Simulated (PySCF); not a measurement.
# C2H9NSi, SMILES `CN[SiH2]C`: electronic structure

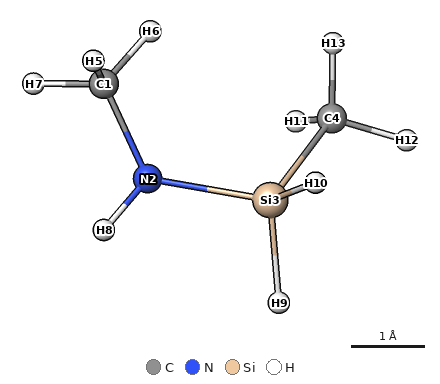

The molecule, with its atoms numbered as below. No frequency check shows the geometry to be a minimum.

Cartesian coordinates (Å):

```
C1      -1.8469    0.6118    0.1461
N2      -0.9868   -0.4363   -0.3522
Si3      0.6529   -0.6576    0.1272
C4       1.5556    0.9924   -0.1153
H5      -2.3146    0.3558    1.1043
H6      -1.2590    1.5156    0.2851
H7      -2.6392    0.8213   -0.5762
H8      -1.5152   -1.2708   -0.5588
H9       1.1383   -1.6978   -0.7826
H10      0.8556   -1.0862    1.5260
H11      1.3417    1.4204   -1.0903
H12      2.6300    0.8527   -0.0450
H13      1.2764    1.7247    0.6373
```

### 1. Excited states

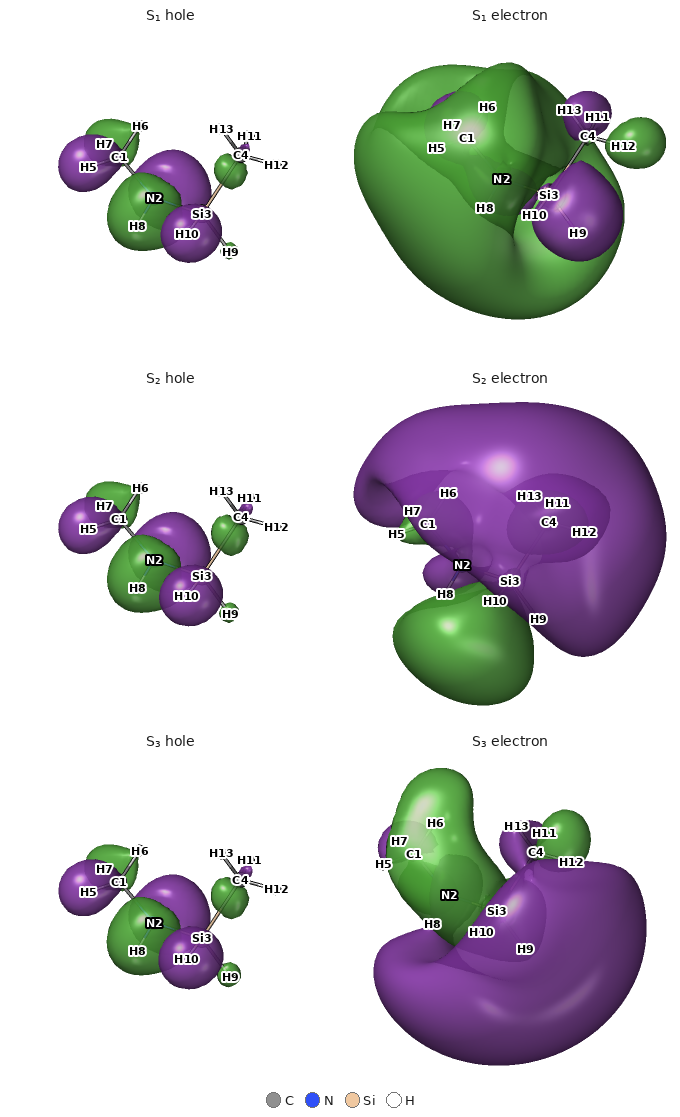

Leading natural transition orbitals (full linear response singlet states).

Method: B3LYP/def2-SVPD; geometry: GFN2-xTB; program: PySCF.

> Describe these excited states.

By state:
- S₁: 5.65 eV (219 nm), f = 0.002, partly diffuse acceptor orbital; the leading pair carries 100 %; hole on N2 (57 %), Si3 (11 %) and C1 (9 %), electron on H8 (22 %), Si3 (21 %) and H5 (10 %) (atom shares of so diffuse an orbital are rough); their centroids lie 0.5 Å apart.
- S₂: 6.06 eV (205 nm), f = 0.018, diffuse (Rydberg-like) orbital; the leading pair carries 100 %; hole on N2 (56 %), Si3 (11 %) and C1 (9 %), electron on Si3 (25 %), H13 (11 %) and C4 (10 %) (atom shares of so diffuse an orbital are rough); their centroids lie 1.6 Å apart.
- S₃: 6.78 eV (183 nm), f = 0.018, partly diffuse acceptor orbital; the leading pair carries 100 %; hole on N2 (55 %), Si3 (11 %) and C1 (8 %), electron on Si3 (42 %), H10 (16 %) and H9 (14 %) (atom shares of so diffuse an orbital are rough); their centroids lie 2.6 Å apart; S₄ lies within 0.1 eV of it.

### 2. Removing or adding an electron

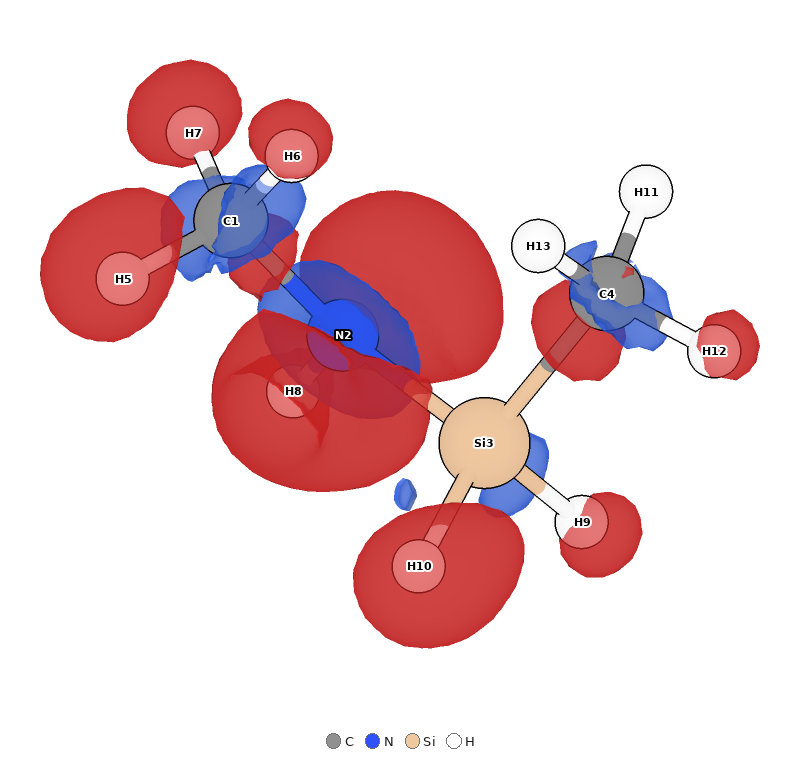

Fukui function f⁻ = ρ(N) − ρ(N−1) at fixed geometry, surfaces at ±0.03 e/Å³ (red positive, blue negative).

PySCF calculation, PBE0/def2-SVPD, gas phase; geometry: GFN2-xTB.

> Which atoms respond most to the removal of an electron?

f⁻ (Hirshfeld-condensed) is largest on N2 (0.28); the vertical ionisation energy is 8.72 eV (the stability of the cation's solution wasn't checked). Condensed values hint at sites of electrophilic attack but needn't mark the atom that reacts. Orbital relaxation makes it negative in places (0.25 e in all).

### 3. Localised orbitals

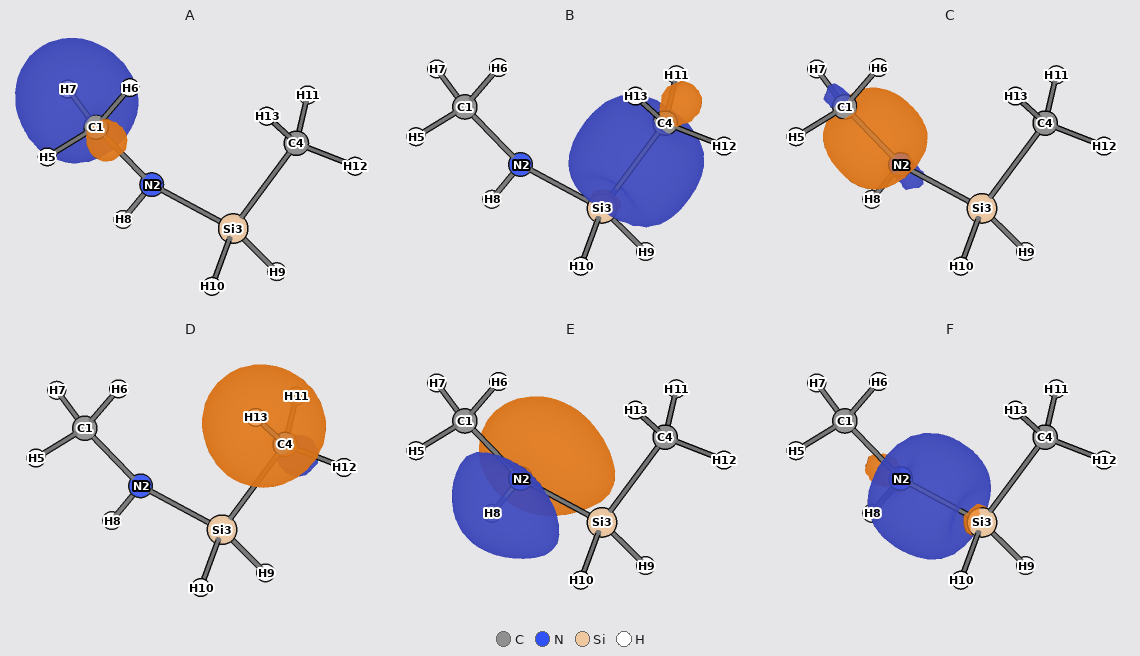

Pipek–Mezey orbitals, occupied; each surface holds about 80 % of the orbital's density. Energies are diagonal elements of the Fock matrix.

Method: LDA (SVWN)/def2-SVP; geometry: GFN2-xTB; program: PySCF.

> Identify each orbital.

By panel:
- A: σ bond C1–H7 (C1 56 %, H7 44 %; −11.6 eV)
- B: σ bond C4–Si3 (C4 61 %, Si3 38 %; −10.1 eV)
- C: σ bond N2–C1 (N2 56 %, C1 43 %; −15.1 eV)
- D: σ bond C4–H13 (C4 56 %, H13 44 %; −11.4 eV)
- E: lone pair on N2 (sp15.7-type) (N2 90 %, Si3 5 %; −6.1 eV)
- F: σ bond N2–Si3 (N2 69 %, Si3 30 %; −13.3 eV)

> How do all the valence pairs divide up?

13 pairs: 12 σ bonds and 1 lone pair.

### 4. Stretching a bond

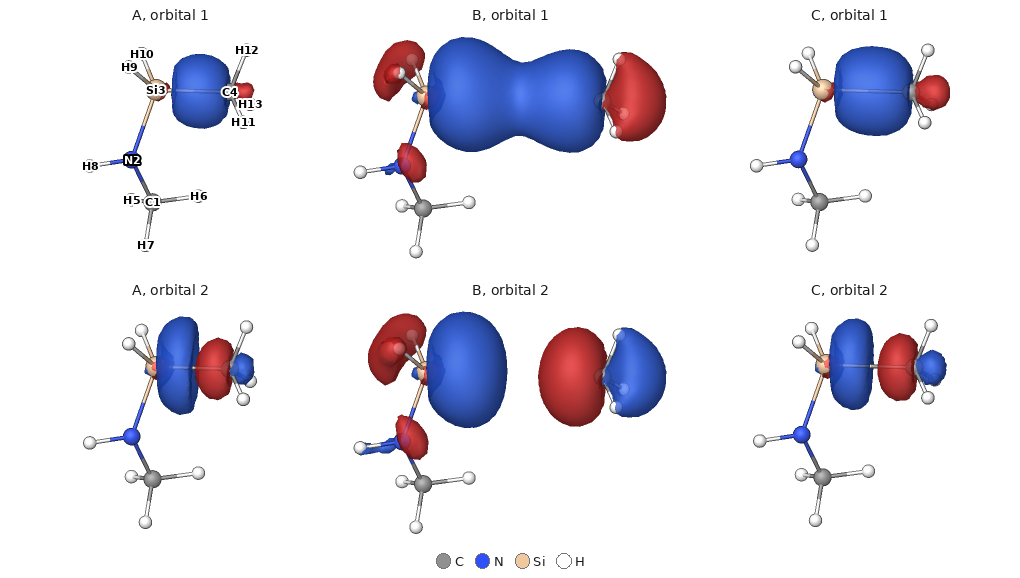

Rigid stretch of the Si3–C4 bond. The two CASSCF(2,2) natural orbitals nearest half filling (orbital 1 the more occupied).

Method: 6-31G* basis; geometry: GFN2-xTB; program: PySCF.

> The columns are at 1.72, 2.06 and 4.11 Å, in some order. Assign them, and give the occupations.

A: 1.72 Å, occupations 1.99 and 0.01. B: 4.11 Å, occupations 1.29 and 0.71. C: 2.06 Å, occupations 1.98 and 0.02.

> Where does the UHF solution part from RHF?

Between 2.52 Å (⟨S²⟩ = 0, the two coincide) and 2.90 Å (⟨S²⟩ = 0.57); at 5.24 Å ⟨S²⟩ is 1.01 and UHF lies 4.5 eV below RHF.

> How much energy does the stretch cost?

By CASSCF, 3.8 eV from the lowest point of the scan (1.87 Å) to 5.24 Å; RHF gives 7.9 eV from its own lowest point. The fragments aren't relaxed and dynamic correlation is missing, so this isn't a bond dissociation energy.

The PySCF runs shown took 13 min, 110 s, 9.4 s and 2.9 min on 1 thread of Arm Neoverse V2 (shared host).
